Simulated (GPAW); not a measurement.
# Collinear magnetic orders of AlFe with GPAW

Aim: find out whether AlFe carries moments, and which collinear order costs least.

Calculated with GPAW 26.7.0; LDA; plane waves with GPAW's PAW setups, scalar-relativistic.

### 1. The structure

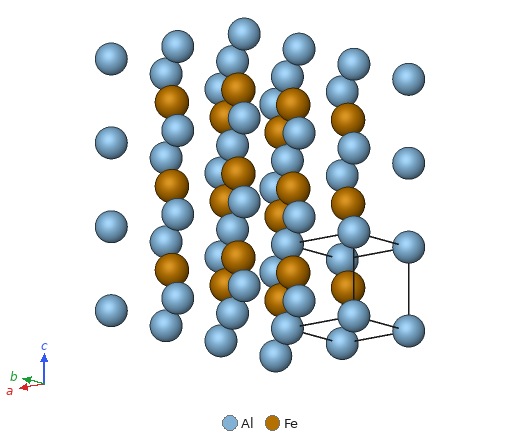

The cell as given, from a free direction (aluminium light blue, iron orange). 2×3×3 cells are drawn. Some periodic images of atoms are drawn too.

### 2. Order 1, typed as ferro +

Parallel moments need no larger cell; this start tests for a ferromagnetic state only.

Contents of order1.py:

```python
import json
import numpy as np
from ase import Atoms
from ase.parallel import paropen, parprint
from gpaw import GPAW

atoms = Atoms(['Al', 'Fe'],
    cell=[[2.91, 0.0, 0.0],
         [0.0, 2.91, 0.0],
         [0.0, 0.0, 2.91]],
    scaled_positions=[[0.0, 0.0, 0.0],
         [0.5, 0.5, 0.5]],
    pbc=True,
    magmoms=[0.0, 2.8])
atoms.calc = GPAW(mode={'name': 'pw', 'ecut': 550},
    xc='LDA',
    kpts={'size': (10, 10, 10), 'gamma': True},
    occupations={'name': 'fermi-dirac', 'width': 0.05},
    convergence={'density': 1e-05, 'energy': 1e-05},
    maxiter=200,
    txt='order1.txt')
e = atoms.get_potential_energy(force_consistent=True)
res = {'free_energy': e, 'energy_sigma0': atoms.get_potential_energy(), 'fermi_energy': atoms.calc.get_fermi_level()}
res['moments'] = atoms.get_magnetic_moments().tolist()
res['total'] = atoms.get_magnetic_moment()
parprint('site moments (muB):', np.round(res['moments'], 3))
parprint(f"total moment: {res['total']:.3f} muB")
parprint(f'free energy: {e:.6f} eV')
atoms.calc.write('order1.gpw')
with paropen('results.json', 'w') as f:
    json.dump(res, f)
```

The run is started by

```console
$ OMP_NUM_THREADS=1 python3 order1.py > order1.log
```

The program printed:

```text
site moments (muB): [-0.025  0.758]
total moment: 0.745 muB
free energy: -15.038712 eV

--- order1.txt ---
Input parameters:
  mode=PW(ecut=550),
  convergence={'density': 1e-05, 'energy': 1e-05},
  kpts=MonkhorstPack(size=(10, 10, 10), gamma=True),
  maxiter=200,
  occupations=Occupations(name='fermi-dirac', width=0.05),
  xc=XC(name='LDA')

Diagonalizing LCAO Hamiltonian
Converting LCAO to pw mode
   .------.
  /|      |
 * |      |
 | | Fe   |
 | .------.
 |/      /
 Al-----*

Atoms  # Å, Bohr magnetons
|   | symbol |        x |        y |        z |    initial magnetic moments |
|---|--------|----------|----------|----------|-----------------------------|
| 0 |     Al | 0.000000 | 0.000000 | 0.000000 | ( 0.0000,  0.0000,  0.0000) |
| 1 |     Fe | 1.455000 | 1.455000 | 1.455000 | ( 0.0000,  0.0000,  2.8000) |

Unit cell  # Å
| periodic |        x |        y |        z |  lengths |    angles |
|----------|----------|----------|----------|----------|-----------|
|      yes | 2.910000 | 0.000000 | 0.000000 | 2.910000 | 90.000000 |
|      yes | 0.000000 | 2.910000 | 0.000000 | 2.910000 | 90.000000 |
|      yes | 0.000000 | 0.000000 | 2.910000 | 2.910000 | 90.000000 |

Number of symmetries: 48

BZ-sampling:
  Number of BZ points: 1000
  Number of IBZ points: 56

  Monkhorst-Pack size: [10, 10, 10]
  Monkhorst-Pack shift: [0.05, 0.05, 0.05]

K-points  # in reciprocal-cell coordinates
|     |                                coordinates |     weight |
|-----|--------------------------------------------|------------|
|   0 | (  0.00000000,   0.00000000,   0.00000000) | 0.00100000 |
|   1 | (  0.10000000,   0.00000000,   0.00000000) | 0.00600000 |
|   2 | (  0.10000000,   0.10000000,   0.00000000) | 0.01200000 |
|   3 | (  0.10000000,   0.10000000,   0.10000000) | 0.00800000 |
|   4 | (  0.20000000,   0.00000000,   0.00000000) | 0.00600000 |
|   5 | (  0.20000000,   0.10000000,   0.00000000) | 0.02400000 |
|   6 | (  0.20000000,   0.10000000,   0.10000000) | 0.02400000 |
|   7 | (  0.20000000,   0.20000000,   0.00000000) | 0.01200000 |
|   8 | (  0.20000000,   0.20000000,   0.10000000) | 0.02400000 |
|   9 | (  0.20000000,   0.20000000,   0.20000000) | 0.00800000 |
| ... |                                            |            |
|  55 | (  0.50000000,   0.50000000,   0.50000000) | 0.00100000 |

Plane wave coefficients: 739
Cutoff: 550.0 eV

Spin-components: 2 (collinear spins)
Bands:           13
Projectors:      11
Spin-degeneracy: 1
Datatype:        complex128

Parallelization:
  kpt:    1
  domain: 1
  band:   1

Density:
  Valence electrons: 11.0
  Components: 2
  Grid points: [16 16 16]
  Charge: 0.0  # |e|

Potential:
  Grid points: [16 16 16]

species:
  Al:
    name:    Aluminium
    Z:       13.0
    valence: 3
    core:    10
    charge:  0.0  # [|e|]
    compensation charges:
      type: gauss
      rc: 0.34  # [Å]
      lmax: 2
    cutoffs:
      filter: 1.91  # [Å]
      core: 2.36  # [Å]
    projectors
    | kind |    occ | energy [eV] | rcut [Å] |
    |------|--------|-------------|----------|
    |   3s |  2.000 |      -7.830 |    1.085 |
    |   3p |  1.000 |      -2.783 |    1.085 |
    |    s |        |      19.382 |    1.085 |
    |    p |        |      24.428 |    1.085 |
    |    d |        |       0.000 |    1.085 |

    Using partial waves for Al as LCAO basis

  Fe:
    name:    Iron
    Z:       26.0
    valence: 8
    core:    18
    charge:  0.0  # [|e|]
    compensation charges:
      type: gauss
      rc: 0.33  # [Å]
      lmax: 2
    cutoffs:
      filter: 2.06  # [Å]
      core: 2.67  # [Å]
    projectors
    | kind |    occ | energy [eV] | rcut [Å] |
    |------|--------|-------------|----------|
    |   4s |  2.000 |      -5.481 |    1.164 |
    |   4p |  0.000 |      -1.431 |    1.058 |
    |   3d |  6.000 |      -7.753 |    1.058 |
    |    s |        |      21.730 |    1.164 |
    |    p |        |      25.780 |    1.058 |
    |    d |        |      19.459 |    1.058 |

    Using partial waves for Fe as LCAO basis

Reference energy: -41136.360678  # eV

eigensolver:
  PPCG
  Converge bands: occupied
  niter=2

density mixing:
  MSR1-Mixer
  Pratt-step length: 0.05
  Maximum mixing coefficient: 0.75
  Old densities: 10
  SVD Regularization: 0.005
  Good broyden scale: 1.0
  Trust region scale: 1.0
  Backstep threshold: 4.0
  History deletion threshold: 6.0
  Fourier metric: weight=20.0, sigma=0.015

occupation numbers:
  Fermi-Dirac:
    width: 0.0500  # eV

poisson solver:
  ecut: 4400.0  # eV

xc functional:
  name: None

convergence criteria:
- Maximum integral of absolute [dens]ity change: 1e-05 electrons / valence electron
- Maximum [total energy] change in last 3 cyles: 1e-05 eV / valence electron
- Maximum integral of absolute [eigenst]ate change: 4e-08 eV^2 / valence electron
maximum number of iterations: 200

SCF iterations
|iter     |      energy | eigst |  dens |  magmom |
|---------|-------------|-------|-------|---------|
|iter:   1|       0s |  -14.698851 | +0.69 |       |  +2.8094|
|iter:   2|       1s |  -14.708477 | -1.25 | -0.83 |  +2.7592|
|iter:   3|       2s |  -14.897008 | -1.75 | -0.86 |  +2.1873|
|iter:   4|       3s |  -14.952465 | -1.23 | -0.94 |  +1.4566|
|iter:   5|       4s |  -14.997686 | -2.11 | -1.18 |  +1.0455|
|iter:   6|       5s |  -15.023906 | -2.24 | -1.45 |  +0.5621|
|iter:   7|       6s |  -15.027640 | -3.10 | -1.60 |  +0.7917|
|iter:   8|       8s |  -15.028419 | -2.86 | -1.93 |  +0.6658|
|iter:   9|       9s |  -15.029575 | -3.72 | -2.23 |  +0.7432|
|iter:  10|      10s |  -15.029570 | -5.83 | -3.45 |  +0.7431|
|iter:  11|      11s |  -15.029574c| -6.67 | -3.81 |  +0.7449|
|iter:  12|      12s |  -15.029574c| -7.13 | -4.67 |  +0.7449|
|iter:  13|      12s |  -15.029574c| -7.56c| -5.40c|  +0.7449|

Converged in 13 steps
Energy contributions relative to reference atoms: (reference = -41136.360678)

Energy contributions:
  Kinetic:           9.946341
  Coulomb:          -6.472444
  Zero:              0.027776
  External:          0.000000
  Xc:              -18.522110
  Entropy:          -0.018275
  Spinorbit:         0.000000
  ----------------------------
  Free energy:     -15.038712
  Extrapolated:    -15.029574

dipole moment: (-4.999572, -4.999572, -4.999572)  # |e|*Ang

Total magnetic moment: (0.000000, 0.000000, 0.744945)

Local magnetic moments
|        x |        y |         z |
|----------|----------|-----------|
| 0.000000 | 0.000000 | -0.024546 |  # Al   0
| 0.000000 | 0.000000 |  0.757821 |  # Fe   1

Fermi level: 8.764
Eigenvalues  # (at kpt = [0.000, 0.000, 0.000])
| band index |      eig [eV] | occ [0-1] |      eig [eV] | occ [0-1] |
|------------|---------------|-----------|---------------|-----------|
|          0 |        -1.475 |     1.000 |        -1.436 |     1.000 |
|          1 |         6.273 |     1.000 |         6.730 |     1.000 |
|          2 |         6.273 |     1.000 |         6.730 |     1.000 |
|          3 |         8.420 |     0.999 |         9.180 |     0.000 |
|          4 |         8.420 |     0.999 |         9.180 |     0.000 |
|          5 |         8.420 |     0.999 |         9.180 |     0.000 |
|          6 |        14.828 |     0.000 |        14.875 |     0.000 |
|          7 |        14.828 |     0.000 |        14.875 |     0.000 |
|          8 |        14.828 |     0.000 |        14.875 |     0.000 |
|          9 |        17.922 |     0.000 |        18.080 |     0.000 |
|         10 |        17.922 |     0.000 |        18.080 |     0.000 |
|         11 |        18.373 |     0.000 |        19.006 |     0.000 |
|         12 |        18.373 |     0.000 |        19.006 |     0.000 |

No gap
No difference between direct/indirect transitions
```

Run time: 17 s. Hardware: 1 MPI rank of Arm Neoverse V2, shared host; peak memory 0.15 GiB.

Spin moment in the augmentation sphere by atom:

```
atom  spin moment in the augmentation sphere (μB)
 Al1                                       -0.025
 Fe2                                        0.758
```

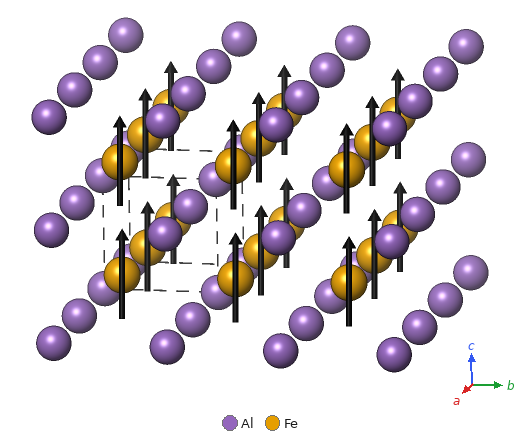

Spin moment in the augmentation sphere as arrows, the longest 0.758 μB. Up and down stand for the sign. Arrows give size and sign along the axis of quantisation, drawn up and down the page. 3×3×2 cells are drawn. Some periodic images of atoms are drawn too.

Read from the output:

```yaml
magnetization: 0.7449 μB
final_state: ferromagnetic
```

After 13 cycles the largest moment stands at 0.758 μB.

### 3. Order 2, typed as antiferro q=(1/2,1/2,1/2) +-

An opposed order shows whether the pairs that it reverses prefer unlike signs.

This order needs a doubled cell of 4 atoms. Its mesh is chosen so that both cells sample the same points.

Contents of order2.py:

```python
import json
import numpy as np
from ase import Atoms
from ase.parallel import paropen, parprint
from gpaw import GPAW

atoms = Atoms(['Al', 'Al', 'Fe', 'Fe'],
    cell=[[5.82, 0.0, 0.0],
         [2.91, 2.91, 0.0],
         [2.91, 0.0, 2.91]],
    scaled_positions=[[0.0, 0.0, 0.0],
         [0.5, 0.0, 0.0],
         [0.75, 0.5, 0.5],
         [0.25, 0.5, 0.5]],
    pbc=True,
    magmoms=[0.0, 0.0, 2.8, -2.8])
atoms.calc = GPAW(mode={'name': 'pw', 'ecut': 550},
    xc='LDA',
    kpts={'size': (5, 10, 10), 'gamma': True},
    occupations={'name': 'fermi-dirac', 'width': 0.05},
    convergence={'density': 1e-05, 'energy': 1e-05},
    maxiter=200,
    txt='order2.txt')
e = atoms.get_potential_energy(force_consistent=True)
res = {'free_energy': e, 'energy_sigma0': atoms.get_potential_energy(), 'fermi_energy': atoms.calc.get_fermi_level()}
res['moments'] = atoms.get_magnetic_moments().tolist()
res['total'] = atoms.get_magnetic_moment()
parprint('site moments (muB):', np.round(res['moments'], 3))
parprint(f"total moment: {res['total']:.3f} muB")
parprint(f'free energy: {e:.6f} eV')
atoms.calc.write('order2.gpw')
with paropen('results.json', 'w') as f:
    json.dump(res, f)
```

The run is started by

```console
$ OMP_NUM_THREADS=1 python3 order2.py > order2.log
```

The program printed:

```text
UserWarning: Initial realspace grid (32,24,24) inconsistent with symmetries.
UserWarning: Using symmetrized grid: (32,32,32).

site moments (muB): [ 0.  0.  0. -0.]
total moment: 0.000 muB
free energy: -30.023762 eV

--- order2.txt ---
Input parameters:
  mode=PW(ecut=550),
  convergence={'density': 1e-05, 'energy': 1e-05},
  kpts=MonkhorstPack(size=(5, 10, 10), gamma=True),
  maxiter=200,
  occupations=Occupations(name='fermi-dirac', width=0.05),
  xc=XC(name='LDA')

Diagonalizing LCAO Hamiltonian
Converting LCAO to pw mode

                   Fe     Fe

       Al     Al

Atoms  # Å, Bohr magnetons
|   | symbol |        x |        y |        z |    initial magnetic moments |
|---|--------|----------|----------|----------|-----------------------------|
| 0 |     Al | 0.000000 | 0.000000 | 0.000000 | ( 0.0000,  0.0000,  0.0000) |
| 1 |     Al | 2.910000 | 0.000000 | 0.000000 | ( 0.0000,  0.0000,  0.0000) |
| 2 |     Fe | 7.275000 | 1.455000 | 1.455000 | ( 0.0000,  0.0000,  2.8000) |
| 3 |     Fe | 4.365000 | 1.455000 | 1.455000 | ( 0.0000,  0.0000, -2.8000) |

Unit cell  # Å
| periodic |        x |        y |        z |  lengths |    angles |
|----------|----------|----------|----------|----------|-----------|
|      yes | 5.820000 | 0.000000 | 0.000000 | 5.820000 | 60.000000 |
|      yes | 2.910000 | 2.910000 | 0.000000 | 4.115361 | 45.000000 |
|      yes | 2.910000 | 0.000000 | 2.910000 | 4.115361 | 45.000000 |

Number of symmetries: 8

BZ-sampling:
  Number of BZ points: 500
  Number of IBZ points: 63

  Monkhorst-Pack size: [5, 10, 10]
  Monkhorst-Pack shift: [0.0, 0.05, 0.05]

Plane wave coefficients: 1459
Cutoff: 550.0 eV

Spin-components: 2 (collinear spins)
Bands:           18
Projectors:      22
Spin-degeneracy: 1
Datatype:        complex128

Parallelization:
  kpt:    1
  domain: 1
  band:   1

Density:
  Valence electrons: 22.0
  Components: 2
  Grid points: [32 32 32]
  Charge: 0.0  # |e|

Potential:
  Grid points: [32 32 32]

[... setups left out ...]
Reference energy: -82272.721356  # eV

eigensolver:
  PPCG
  Converge bands: occupied
  niter=2

density mixing:
  MSR1-Mixer
  Pratt-step length: 0.05
  Maximum mixing coefficient: 0.75
  Old densities: 10
  SVD Regularization: 0.005
  Good broyden scale: 1.0
  Trust region scale: 1.0
  Backstep threshold: 4.0
  History deletion threshold: 6.0
  Fourier metric: weight=20.0, sigma=0.015

occupation numbers:
  Fermi-Dirac:
    width: 0.0500  # eV

poisson solver:
  ecut: 4400.0  # eV

xc functional:
  name: None

convergence criteria:
- Maximum integral of absolute [dens]ity change: 1e-05 electrons / valence electron
- Maximum [total energy] change in last 3 cyles: 1e-05 eV / valence electron
- Maximum integral of absolute [eigenst]ate change: 4e-08 eV^2 / valence electron
maximum number of iterations: 200

SCF iterations
|iter     |      energy | eigst |  dens |  magmom |
|---------|-------------|-------|-------|---------|
|iter:   1|       0s |  -29.242726 | +0.75 |       |  +0.0000|
|iter:   2|       8s |  -29.269354 | -0.99 | -0.85 |  +0.0000|
|iter:   3|      15s |  -29.893532 | -1.25 | -0.88 |  -0.0000|
|iter:   4|      23s |  -29.758503 | -0.81 | -0.90 |  +0.0000|
|iter:   5|      30s |  -29.900444 | -1.81 | -1.38 |  -0.0000|
|iter:   6|      38s |  -29.979130 | -1.59 | -1.44 |  +0.0000|
|iter:   7|      45s |  -29.998939 | -2.20 | -1.73 |  -0.0000|
|iter:   8|      53s |  -29.999005 | -3.07 | -2.20 |  +0.0000|
|iter:   9|      61s |  -29.999196 | -4.39 | -2.88 |  -0.0000|
|iter:  10|      68s |  -29.999241 | -4.88 | -3.33 |  +0.0000|
|iter:  11|      76s |  -29.999247c| -5.60 | -3.72 |  +0.0000|
|iter:  12|      84s |  -29.999249c| -6.00 | -3.54 |  +0.0000|
|iter:  13|      92s |  -29.999251c| -6.52 | -4.10 |  +0.0000|
|iter:  14|     100s |  -29.999250c| -7.13 | -4.58 |  +0.0000|
|iter:  15|     105s |  -29.999250c| -7.47c| -5.14c|  +0.0000|

Converged in 15 steps
Energy contributions relative to reference atoms: (reference = -82272.721356)

Energy contributions:
  Kinetic:          18.222189
  Coulomb:         -11.549024
  Zero:              0.056141
  External:          0.000000
  Xc:              -36.704044
  Entropy:          -0.049024
  Spinorbit:         0.000000
  ----------------------------
  Free energy:     -30.023762
  Extrapolated:    -29.999250

dipole moment: (-29.996964, -9.998978, -9.998978)  # |e|*Ang

Total magnetic moment: (0.000000, 0.000000, 0.000003)

Local magnetic moments
|        x |        y |         z |
|----------|----------|-----------|
| 0.000000 | 0.000000 |  0.000000 |  # Al   0
| 0.000000 | 0.000000 |  0.000000 |  # Al   1
| 0.000000 | 0.000000 |  0.000050 |  # Fe   2
| 0.000000 | 0.000000 | -0.000046 |  # Fe   3

Fermi level: 8.648
Eigenvalues  # (at kpt = [0.000, 0.000, 0.000])
| band index |      eig [eV] | occ [0-1] |      eig [eV] | occ [0-1] |
|------------|---------------|-----------|---------------|-----------|
|          0 |        -1.456 |     1.000 |        -1.456 |     1.000 |
|          1 |         5.476 |     1.000 |         5.476 |     1.000 |
|          2 |         5.476 |     1.000 |         5.476 |     1.000 |
|          3 |         5.476 |     1.000 |         5.476 |     1.000 |
|          4 |         6.495 |     1.000 |         6.495 |     1.000 |
|          5 |         6.495 |     1.000 |         6.495 |     1.000 |
|          6 |         8.799 |     0.047 |         8.799 |     0.047 |
|          7 |         8.799 |     0.047 |         8.799 |     0.047 |
|          8 |         8.799 |     0.047 |         8.799 |     0.047 |
|          9 |         9.412 |     0.000 |         9.412 |     0.000 |
|         10 |         9.412 |     0.000 |         9.412 |     0.000 |
|         11 |        11.680 |     0.000 |        11.680 |     0.000 |
|         12 |        11.680 |     0.000 |        11.680 |     0.000 |
|         13 |        11.680 |     0.000 |        11.680 |     0.000 |
|        ... |               |           |               |           |
|         17 |        14.704 |     0.000 |        14.704 |     0.000 |

No gap
No difference between direct/indirect transitions
```

Run time: 2 min. Hardware: 1 MPI rank; peak memory 0.27 GiB.

Spin moment in the augmentation sphere by atom:

```
atom  spin moment in the augmentation sphere (μB)
 Al1                                       0.0000
 Al2                                       0.0000
 Fe3                                       0.0001
 Fe4                                       0.0000
```

This step gave:

- final state: non-magnetic

It lies 26.8 meV a seeded atom over the first start.

### 4. Run 3 (antiferro q=(0,1/2,1/2) +-)

Another pattern of signs weighs the neighbour shells otherwise.

The cell is doubled to 4 atoms to hold this order. Its mesh is chosen so that both cells sample the same points.

order3.py is the script of step 3 with these lines changed:

```diff
@@ -7,9 +7,9 @@
 atoms = Atoms(['Al', 'Al', 'Fe', 'Fe'],
-    cell=[[5.82, 0.0, 0.0],
-         [2.91, 2.91, 0.0],
-         [2.91, 0.0, 2.91]],
+    cell=[[2.91, 0.0, 0.0],
+         [0.0, 5.82, 0.0],
+         [0.0, 2.91, 2.91]],
     scaled_positions=[[0.0, 0.0, 0.0],
-         [0.5, 0.0, 0.0],
-         [0.75, 0.5, 0.5],
-         [0.25, 0.5, 0.5]],
+         [0.0, 0.5, 0.0],
+         [0.5, 0.0, 0.5],
+         [0.5, 0.5, 0.5]],
     pbc=True,
@@ -18,3 +18,3 @@
     xc='LDA',
-    kpts={'size': (5, 10, 10), 'gamma': True},
+    kpts={'size': (10, 5, 10), 'gamma': True},
     occupations={'name': 'fermi-dirac', 'width': 0.05},
@@ -22,3 +22,3 @@
     maxiter=200,
-    txt='order2.txt')
+    txt='order3.txt')
 e = atoms.get_potential_energy(force_consistent=True)
@@ -30,3 +30,3 @@
 parprint(f'free energy: {e:.6f} eV')
-atoms.calc.write('order2.gpw')
+atoms.calc.write('order3.gpw')
 with paropen('results.json', 'w') as f:
```

The run is started by

```console
$ OMP_NUM_THREADS=1 python3 order3.py > order3.log
```

The program printed:

```text
site moments (muB): [-0.    -0.     0.494 -0.494]
total moment: 0.000 muB
free energy: -30.026189 eV

--- order3.txt ---
Input parameters:
  mode=PW(ecut=550),
  convergence={'density': 1e-05, 'energy': 1e-05},
  kpts=MonkhorstPack(size=(10, 5, 10), gamma=True),
  maxiter=200,
  occupations=Occupations(name='fermi-dirac', width=0.05),
  xc=XC(name='LDA')

Diagonalizing LCAO Hamiltonian
Converting LCAO to pw mode

[...]
|          3 |         6.485 |     1.000 |         6.485 |     1.000 |
|          4 |         6.574 |     1.000 |         6.574 |     1.000 |
[...]
|         14 |        12.846 |     0.000 |        12.846 |     0.000 |
|         15 |        14.851 |     0.000 |        14.851 |     0.000 |
|         16 |        14.852 |     0.000 |        14.852 |     0.000 |
|         17 |        14.852 |     0.000 |        14.852 |     0.000 |

No gap
No difference between direct/indirect transitions


[key lines of the parts left out:]
Free energy:     -30.026189
Converged in 19 steps
dipole moment: (-9.999109, -34.244813, -9.999109)  # |e|*Ang
Fermi level: 8.693
```

Elapsed: 3.3 min, on 1 MPI rank; peak memory 0.35 GiB.

Spin moment in the augmentation sphere by atom:

```
atom  spin moment in the augmentation sphere (μB)
 Al1                                        0.000
 Al2                                        0.000
 Fe3                                        0.494
 Fe4                                       -0.494
```

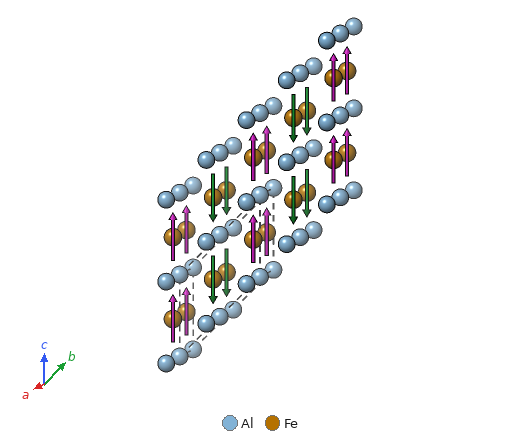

Spin moment in the augmentation sphere as arrows, the longest 0.494 μB. Up and down stand for the sign. Arrows give size and sign along the axis of quantisation, drawn up and down the page. The two directions have two colours. 2×2×2 cells are drawn. Some periodic images of atoms are drawn too.

Read from the output:

- magnetization: 0 μB
- final state: antiferromagnetic

It lies 25.6 meV a seeded atom over the first start, and its largest moment is 0.494 μB against 0.758 μB.

(Part 1 of 2 ends here.)

[Logs and program files are shortened in this print: banners, set-up blocks, solver, clock and traceback lines can be left out without a mark of their own.]

[Logs are printed without paths, hosts, clocks, repeated set-up lines and the standing remarks that a program may print on its own settings, such as how far it seeks lower states.]

[Hosts, paths, dates, database ids (printed as entryN), source tags and the programs' standing remarks are cut or masked in the printed files.]

[Where a cell is said to come from a database of computed structures, the database is the Materials Project.]
